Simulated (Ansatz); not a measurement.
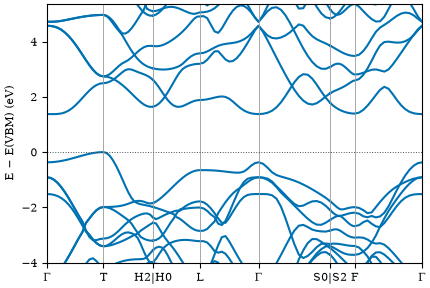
Figure. Band structure from PBE+D3(BJ) (plane waves, PAW; program Ansatz)

Read off the gap and where the band edges lie.

About 1.4 eV (1.37 eV by a search for the band edges); maximum at T, minimum on the Γ–T line, 10 % of the way from Γ.

The material is B (α-B12, space group No. 166).

Space group R-3m (α-B12). Symmetry was held in the PBE+D3(BJ) relaxation.

Potentials: the earlier of the program's two PAW sets.
